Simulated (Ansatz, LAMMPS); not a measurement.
**Amorphous 12SiO2-88GeO2 (mol %) (96 atoms): geometry optimisation**

Aim: bring amorphous 12SiO2-88GeO2 (mol %) (96 atoms) to a nearby minimum of the energy and see what moves.

Main program and level: Ansatz 0.2.0; Kohn-Sham DFT, PBE, PAW (set soft_2), plane waves.

## Step 1: Set-up

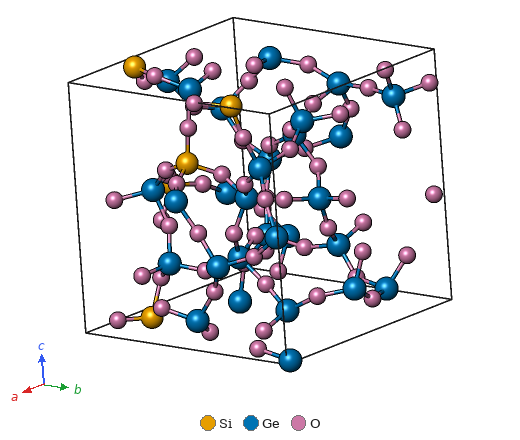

The cell as given, slightly off an axis (silicon orange, germanium blue, oxygen pink). Bonds to atoms that aren't drawn are left out. Some periodic images of atoms are drawn too.

The cell holds 96 atoms: 4 Si, 28 Ge and 64 O. Cell: a = 11.483 Å, b = 11.483 Å, c = 11.483 Å, α = 90.0°, β = 90.0°, γ = 90.0°. 96 atoms (4 Si, 28 Ge, 64 O) placed at random at 3.48 g/cm³, melted at 5000 K for 10 ps at fixed volume with the Morse and Coulomb pair potential with partial charges (Pedone, Malavasi, Menziani, Cormack and Segre, J. Phys. Chem. B 110, 11780 (2006)). Quenched from 5000 K to 300 K at 50 K/ps and fixed volume, held 5 ps, then minimised at fixed cell.

Limits known from the start: The quench rate of 50 K/ps is orders of magnitude faster than experiment, which tends to freeze in extra defects. The network of bonds at the start is that of the classical potential that made the cell. Sampling is at Γ alone, for a cell whose shortest periodic width is 11 Å.

## Step 2: Making the structure

A classical potential supplies the starting structure, since it reaches far longer times than DFT.

This step: classical MD, Morse and Coulomb pair potential with partial charges (Pedone, Malavasi, Menziani, Cormack and Segre, J. Phys. Chem. B 110, 11780 (2006)) (LAMMPS 22 Jul 2025 - Update 4).

in.lmp

```
# melt-quench of Si4Ge28O64
units metal
atom_style charge
boundary p p p
region box block 0 11.4831 0 11.4831 0 11.4831
create_box 3 box
mass 1 28.0850   # Si
mass 2 72.6300   # Ge
mass 3 15.9990   # O
create_atoms 1 random 4 39565 NULL overlap 1.5 maxtry 2000
create_atoms 2 random 28 39572 NULL overlap 1.5 maxtry 2000
create_atoms 3 random 64 39579 NULL overlap 1.5 maxtry 2000
pair_style hybrid/overlay pedone 5.5 coul/long 8.0
pair_coeff * * coul/long
pair_coeff 1 3 pedone 0.340554 2.006700 2.100000 1   # Si-O
pair_coeff 2 3 pedone 0.158118 2.294230 2.261313 5   # Ge-O
pair_coeff 3 3 pedone 0.042395 1.379316 3.618701 22   # O-O
set type 1 charge 2.4
set type 2 charge 2.4
set type 3 charge -1.2
kspace_style pppm 1.0e-4
neigh_modify delay 0 every 1 check yes
thermo_style custom step time temp pe press density
thermo_modify norm yes
timestep 0.002
thermo 100
min_style cg
minimize 1e-4 1e-4 200 2000
reset_timestep 0
velocity all create 5000 39566 mom yes dist gaussian
fix lim all nve/limit 0.05
fix lan all langevin 5000 5000 0.2 39567 zero yes
thermo 500
run 1000 post no
# [... 10 lines left out ...]
thermo 1250
fix md all nvt temp 300 300 0.2
run 2500 post no
unfix md
thermo 100
min_style cg
minimize 0 1e-3 2000 20000
write_dump all custom glass.dump id type xs ys zs modify sort id
```

On the command line:

```
$ lmp -in in.lmp -log none -nocite
```

Numbers of over 12 decimals in the logs are rounded to 6 here.

The log of the run:

```text
LAMMPS (22 Jul 2025 - Update 4)
Created orthogonal box = (0 0 0) to (11.4831 11.4831 11.4831)
Created 4 atoms
Created 28 atoms
Created 64 atoms
PPPM initialization ...
  G vector (1/distance) = 0.37754995
  grid = 12 12 12
  estimated relative force accuracy = 7.8962239e-05
   Step          Time           Temp          PotEng         Press         Density
         0   0              0             -2.4215103      438374.81      3.476317
        97   0.194          0             -16.487303      9286.8019      3.476317
Loop time of 0.0677058 s on 1 MPI rank(s) for 97 steps with 96 atoms
Minimization stats:
  Stopping criterion = energy tolerance
  Energy initial, next-to-last, final =
     -2.42151026637614  -16.4856618498628  -16.4873027413459
  Force two-norm initial, final = 322.51984 2.6821886
  Iterations, force evaluations = 97 127
   Step          Time           Temp          PotEng         Press         Density
[... 12 lines left out ...]
[... 1 line left out ...]
Loop time of 2.21776 s on 1 MPI rank(s) for 5000 steps with 96 atoms
   Step          Time           Temp          PotEng         Press         Density
[... 12 lines left out ...]
Loop time of 19.6695 s on 1 MPI rank(s) for 47000 steps with 96 atoms
   Step          Time           Temp          PotEng         Press         Density
[... 2 lines left out ...]
     55000   110            293.81078     -16.636294     -11942.292      3.476317
     55500   111            302.09297     -16.636371     -16932.587      3.476317
Loop time of 0.968818 s on 1 MPI rank(s) for 2500 steps with 96 atoms
   Step          Time           Temp          PotEng         Press         Density
     55500   111            302.09297     -16.636371     -16932.587      3.476317
     55516   111.032        302.09297     -16.679879     -12389.44       3.476317
Loop time of 0.033686 s on 1 MPI rank(s) for 16 steps with 96 atoms
Minimization stats:
  Stopping criterion = linesearch alpha is zero
  Energy initial, next-to-last, final =
     -16.6363712707755  -16.6798788979426  -16.6798788979426
  Force two-norm initial, final = 14.434611 0.64569197
  Iterations, force evaluations = 16 67
```

Run time: 23 s. Hardware: 1 thread of Arm Neoverse V1, shared host; peak memory 0.072 GiB.

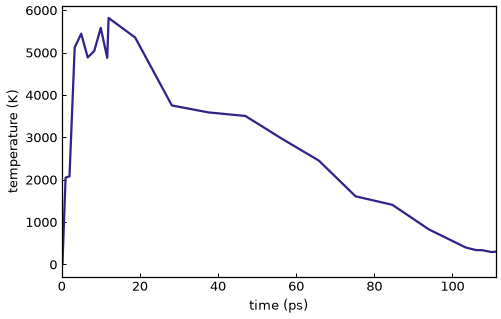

Temperature against time.

## Step 3: Single point at the start

A single point comes first, to see the forces before anything moves.

input.yaml

```yaml
crystal:
  lattice:
    - [11.4831, 0.0, 0.0]
    - [0.0, 11.4831, 0.0]
    - [0.0, 0.0, 11.4831]
  atoms:
    - { symbol: Si, position: [0.71732, 0.09826, 0.0013] }
    - { symbol: Si, position: [0.75201, 0.35812, 0.65806] }
    - { symbol: Si, position: [0.44245, 0.01026, 0.45122] }
    - { symbol: Si, position: [0.91564, 0.73832, 0.97675] }
    - { symbol: Ge, position: [0.1047, 0.59626, 0.83908] }
    - { symbol: Ge, position: [0.17038, 0.0536, 0.35121] }
    - { symbol: Ge, position: [0.25448, 0.12977, 0.71948] }
    - { symbol: Ge, position: [0.14607, 0.90362, 0.83876] }
    - { symbol: Ge, position: [0.47233, 0.05122, 0.87597] }
    - { symbol: Ge, position: [0.2795, 0.91417, 0.10491] }
    - { symbol: Ge, position: [0.55157, 0.98523, 0.18465] }
    - { symbol: Ge, position: [0.64249, 0.49448, 0.27108] }
    - { symbol: Ge, position: [0.73689, 0.2224, 0.23644] }
    - { symbol: Ge, position: [0.03883, 0.23147, 0.16654] }
    - { symbol: Ge, position: [0.36897, 0.40837, 0.27895] }
    - { symbol: Ge, position: [0.36181, 0.57568, 0.69942] }
    - { symbol: Ge, position: [0.93356, 0.5102, 0.09513] }
    - { symbol: Ge, position: [0.4389, 0.30831, 0.0183] }
    - { symbol: Ge, position: [0.99694, 0.49681, 0.58733] }
    - { symbol: Ge, position: [0.65544, 0.72807, 0.09182] }
    - { symbol: Ge, position: [0.2596, 0.35614, 0.54766] }
    - { symbol: Ge, position: [0.97678, 0.66879, 0.34147] }
    - { symbol: Ge, position: [0.67956, 0.58324, 0.52985] }
    - { symbol: Ge, position: [0.42452, 0.73256, 0.47988] }
    - { symbol: Ge, position: [0.26016, 0.67065, 0.24417] }
    - { symbol: Ge, position: [0.81403, 0.77556, 0.70626] }
    - { symbol: Ge, position: [0.68948, 0.12405, 0.50593] }
    - { symbol: Ge, position: [0.72017, 0.3709, 0.94615] }
    - { symbol: Ge, position: [0.54385, 0.77444, 0.82473] }
    - { symbol: Ge, position: [0.92104, 0.92535, 0.47699] }
    - { symbol: Ge, position: [0.18533, 0.32795, 0.92783] }
    - { symbol: Ge, position: [0.96668, 0.99045, 0.00655] }
    - { symbol: O, position: [0.47634, 0.65715, 0.75853] }
    - { symbol: O, position: [0.68875, 0.1916, 0.37182] }
    - { symbol: O, position: [0.87884, 0.40585, 0.6146] }
    - { symbol: O, position: [0.02015, 0.57618, 0.71364] }
    - { symbol: O, position: [0.88045, 0.20153, 0.22205] }
    - { symbol: O, position: [0.11777, 0.75636, 0.84484] }
    - { symbol: O, position: [0.18854, 0.21823, 0.82424] }
    - { symbol: O, position: [0.02056, 0.09801, 0.08614] }
    - { symbol: O, position: [0.97827, 0.58248, 0.46512] }
    - { symbol: O, position: [0.62758, 0.86038, 0.15861] }
    - { symbol: O, position: [0.3525, 0.43788, 0.63724] }
    - { symbol: O, position: [0.91828, 0.80312, 0.38348] }
    - { symbol: O, position: [0.01909, 0.98097, 0.86782] }
    - { symbol: O, position: [0.79711, 0.72345, 0.04693] }
    - { symbol: O, position: [0.50698, 0.00139, 0.32325] }
    - { symbol: O, position: [0.1558, 0.27022, 0.06123] }
    - { symbol: O, position: [0.81236, 0.46636, 0.01375] }
    - { symbol: O, position: [0.2244, 0.93729, 0.96728] }
    - { symbol: O, position: [0.98124, 0.84479, 0.0384] }
    - { symbol: O, position: [0.42381, 0.96316, 0.10877] }
    - { symbol: O, position: [0.69466, 0.36406, 0.21546] }
    - { symbol: O, position: [0.43427, 0.87951, 0.50066] }
    - { symbol: O, position: [0.11865, 0.18192, 0.29048] }
    - { symbol: O, position: [0.24785, 0.21713, 0.60039] }
    - { symbol: O, position: [0.99142, 0.38332, 0.1456] }
    - { symbol: O, position: [0.66191, 0.45262, 0.6022] }
    - { symbol: O, position: [0.7561, 0.22927, 0.99189] }
    - { symbol: O, position: [0.33675, 0.66129, 0.5768] }
    - { symbol: O, position: [0.36406, 0.71444, 0.34477] }
    - { symbol: O, position: [0.20516, 0.9873, 0.72953] }
    - { symbol: O, position: [0.30715, 0.36368, 0.40642] }
    - { symbol: O, position: [0.5591, 0.66881, 0.50213] }
    - { symbol: O, position: [0.87569, 0.75423, 0.84263] }
    - { symbol: O, position: [0.7979, 0.01832, 0.48048] }
    - { symbol: O, position: [0.5735, 0.36637, 0.9816] }
    - { symbol: O, position: [0.27834, 0.76576, 0.13069] }
    - { symbol: O, position: [0.46607, 0.90198, 0.84885] }
    - { symbol: O, position: [0.99066, 0.6176, 0.99236] }
    - { symbol: O, position: [0.24907, 0.58357, 0.79382] }
    - { symbol: O, position: [0.12463, 0.42046, 0.56377] }
    - { symbol: O, position: [0.77501, 0.65905, 0.61676] }
    - { symbol: O, position: [0.54496, 0.07861, 0.52236] }
    - { symbol: O, position: [0.92171, 0.5961, 0.2198] }
    - { symbol: O, position: [0.43813, 0.1638, 0.97676] }
    - { symbol: O, position: [0.50381, 0.4645, 0.31792] }
    - { symbol: O, position: [0.39765, 0.1103, 0.76182] }
    [... 12 atom lines left out ...]
    - { symbol: O, position: [0.41208, 0.31966, 0.16531] }
    - { symbol: O, position: [0.05283, 0.99258, 0.43238] }
    - { symbol: O, position: [0.58069, 0.73046, 0.96304] }
    - { symbol: O, position: [0.30887, 0.0519, 0.42231] }
    - { symbol: O, position: [0.21049, 0.97046, 0.22717] }
    - { symbol: O, position: [0.74057, 0.36657, 0.79776] }
kpoints:
  mp_grid: { grid: [1, 1, 1] }
hamiltonian:
  xc: pbe
scf:
  occupations: { method: fermi_dirac, width: 0.025 }
output:
  forces: true
```

On the command line:

```
$ ansatz run input.yaml --threads 4 --pin off --max-ram 8192MiB --backend cpu --events-out ev --progress --plain --runs-dir out
```

The log of the run:

```text
Engine: ansatz 0.2.0, aarch64-unknown-linux-gnu
Pseudopotentials: kind: paw
Pseudopotential: Si, paw, valence charge 4, recommended cutoff 420 eV (normal), Si.paw.azcp
Pseudopotential: Ge, paw, valence charge 14, recommended cutoff 420 eV (normal), Ge.paw.azcp
Pseudopotential: O, paw, valence charge 6, recommended cutoff 420 eV (normal), O.paw.azcp
[... 5 lines on functional and potentials left out ...]
Crystal: 96 atoms, lattice volume = 1514.180 Å³
Basis set: ecut = 420 eV, 29423 PW (Γ), exchange–correlation on 160×160×160 points (8 copies of the dense FFT grid, shifted against one another)
Bands: 492, of which v1, the nominal top of the filled ones, is band 396 counted from 1 (395 counted from 0)
Symmetry: 1 space group operations
Space group: P1 (ITA 1), of the structure as read, at distance tolerance 1.1e-4 Å
k-points: 1
[... 7 lines on functional and potentials left out ...]
Initial density: superposition of atomic densities (neutral atoms: chi_scale 0, normalization atom), corrected by the library's trained network
Initial wavefunctions: pseudopotential atomic-orbital guess
Functional: x = pbe(κ = 0.804, μ = 0.219515), c = pbe(β = 0.066725)
SCF iter   1: F=—  HF=-159107.431955 eV  |F-HF|=—  |Δ(HF+E_count)|=         —  Δρ=2.95e-3  dr2=1.52e-1  ethr=1.77e-3  ⟨swp⟩=6.0  Hψ=1801  notcnv=0  defer=78
preconditioner: auto → Resta (q_TF=auto, 2.449 Å⁻¹)  ε∞=2.7  [insulator: Δε(μ)=1.496 eV  Ē_g=20.718 eV  σ=0.025 eV  W_gap=1.00  n_scr=388 (ndim 8)  ℏωp=26.9 eV  f_vac=0.283  D(μ)=0.00/eV (n_scr^D=0)  ε∞_Penn≈2.7]
SCF iter   2: F=—  HF=-159107.422216 eV  |F-HF|=—  |Δ(HF+E_count)|=   9.74e-3  Δρ=1.56e-3  dr2=2.77e-2  ethr=1.92e-5  ⟨swp⟩=2.0  Hψ=735  notcnv=0  defer=87
SCF iter   3: F=—  HF=-159107.422420 eV  |F-HF|=—  |Δ(HF+E_count)|=   2.04e-4  Δρ=6.31e-4  dr2=7.02e-3  ethr=3.50e-6  ⟨swp⟩=2.0  Hψ=670  notcnv=0  defer=54
automatic band count: iteration 3 solves 459 bands in place of 492: the levels show a gap, and the empty bands left out lie too high to hold charge; the band table lists the bands solved (type scf.n_extra_bands for more)
SCF iter   4: F=—  HF=-159107.422294 eV  |F-HF|=—  |Δ(HF+E_count)|=   1.26e-4  Δρ=1.78e-4  dr2=5.39e-4  ethr=8.86e-7  ⟨swp⟩=2.0  Hψ=661  notcnv=0  defer=54
SCF iter   5: F=—  HF=-159107.422382 eV  |F-HF|=—  |Δ(HF+E_count)|=   8.81e-5  Δρ=1.17e-4  dr2=1.83e-4  ethr=6.81e-8  ⟨swp⟩=2.0  Hψ=764  notcnv=0  defer=54
SCF iter   6: F=—  HF=-159107.422377 eV  |F-HF|=—  |Δ(HF+E_count)|=   5.08e-6  Δρ=2.91e-5  dr2=1.30e-5  ethr=2.31e-8  ⟨swp⟩=2.0  Hψ=640  notcnv=0  defer=54
SCF iter   7: F=—  HF=-159107.422290 eV  |F-HF|=—  |Δ(HF+E_count)|=   8.67e-5  Δρ=1.48e-5  dr2=3.18e-6  ethr=1.65e-9  ⟨swp⟩=2.0  Hψ=855  notcnv=0  defer=54
SCF iter   8: F=—  HF=-159107.422291 eV  |F-HF|=—  |Δ(HF+E_count)|=   6.44e-7  Δρ=6.73e-6  dr2=6.62e-7  ethr=4.01e-10  ⟨swp⟩=2.0  Hψ=801  notcnv=0  defer=54
SCF iter   9: F=-159107.422291 eV  HF=-159107.422291 eV  |F-HF|=4.80e-9  |Δ(HF+E_count)|=   3.17e-9  Δρ=2.17e-6  dr2=7.18e-8  ethr=1.26e-11  ⟨swp⟩=3.0  Hψ=1504  notcnv=0
SCF 1 converged in 9 iterations: F = -159107.422291 eV  dr2 = 7.18e-8
  greatest PAW one-centre occupation: 0.999 electrons in one spin orbital (limit 2), on the Ge atom at site 8 (counted from 0), in its partial waves of l = 2
SCF converged after 9 iterations
Free energy (F): -159107.422291 eV
Harris-Foulkes:  -159107.422291 eV  (|F-HF|=4.80e-9)
Internal energy: -159107.422291 eV  (E = F + TS)
E sigma→0 (E₀):  -159107.422291 eV
Fermi energy:    3.953676 eV
--- Per-component energies (eV) ---
  E_band       = -8083.035630
  E_kinetic    = 14577.519597
  E_local      = -125218.980177  (includes V_loc(G=0)·N_el)
  E_nonlocal   = 15135.411182
  E_hartree    = 53406.432370
  E_xc         = -6998.286016
  E_vxc        = -7951.650272  (∫ρ·V_xc dr)
  E_paw        = -68972.887408  (= ΣΔE_a)
  E_vpaw       = -11438.359497  (= ΣTr[D̂ρ^β])
  E_aug_tail   = 0.170916  (compensation charges beyond the density's cutoff)
  E_ewald      = -41036.802755
  E_smearing   = -0.000000  (= −TS)
  E_closure    = 0.000000  (closes the sum)
  Σ components = -159107.422291   (vs F -159107.422291, Δ=0.00e0)
--- Forces (eV/Å), atoms counted from 1 ---
  atom   1  Si    -1.22272120     1.21668260     1.11010182
  atom   2  Si     0.46911549     1.41080908    -0.69331141
  atom   3  Si     0.31806195    -0.99371361    -1.95329789
  atom   4  Si    -1.22557295     1.13462795    -0.56451941
  atom   5  Ge     0.79878089    -0.74329538    -0.79510421
  atom   6  Ge     0.22644042    -0.97137688    -1.23548836
  atom   7  Ge    -0.23784528     0.87878724     2.49193463
  atom   8  Ge    -0.35855808    -0.21823974     1.48457551
  atom   9  Ge     0.02096800     0.50640414     1.16547051
  atom  10  Ge    -0.17308470     0.07490229     0.90947776
  atom  11  Ge    -0.79479849    -0.31397071     0.06341723
  atom  12  Ge    -0.79728188    -0.48690093     0.57325011
  atom  13  Ge     0.75425580    -0.00058460    -0.01786649
  atom  14  Ge    -0.77234222    -0.03872439    -1.73062392
[...]
atom  95  O     -0.71788276    -0.01557155     0.39890373
  atom  96  O      0.10792415    -0.08793823    -0.29306056
  max |Σ_I F_I| component: 1.06e-4 eV/Å
```

The job ended after 20 s (4 threads of Arm Neoverse V1, shared host; peak memory 2.2 GiB; 78 s of CPU time).

Numbers from this run:

```yaml
free_energy: -159107.4223 eV
free_energy_per_atom: -1657.3690 eV/atom
scf_cycles: 9
r_m_s_force_component: 0.7883 eV/Å
longest_force: 2.653 eV/Å
fermi_energy: 3.954 eV
```

The r.m.s. force component of 0.79 eV/Å sets the starting point.

Neighbours are counted within 2.12 Å (O-Ge), 2.16 Å (O-Si).

Length of the force by element and coordination:

| element | coordination | atoms | mean length of the force (eV/Å) | spread | least | most |
| --- | --- | --- | --- | --- | --- | --- |
| Ge | all | 28 | 1.15 | 0.504 | 0.377 | 2.65 |
| Ge | 4 | 27 | 1.13 | 0.492 | 0.377 | 2.65 |
| Ge | 5 | 1 | 1.90 | 0 | 1.90 | 1.90 |
| O | all | 64 | 1.29 | 0.465 | 0.324 | 2.38 |
| O | 2 | 63 | 1.30 | 0.461 | 0.324 | 2.38 |
| O | 3 | 1 | 0.632 | 0 | 0.632 | 0.632 |
| Si | all | 4 | 1.92 | 0.227 | 1.64 | 2.21 |

(Part 1 of 4 ends here.)

[Logs are printed without paths, hosts, clocks, repeated set-up lines and the standing remarks that a program may print on its own settings, such as how far it seeks lower states.]

[Hosts, paths, dates, database ids (printed as entryN), source tags and the programs' standing remarks are cut or masked in the printed files.]
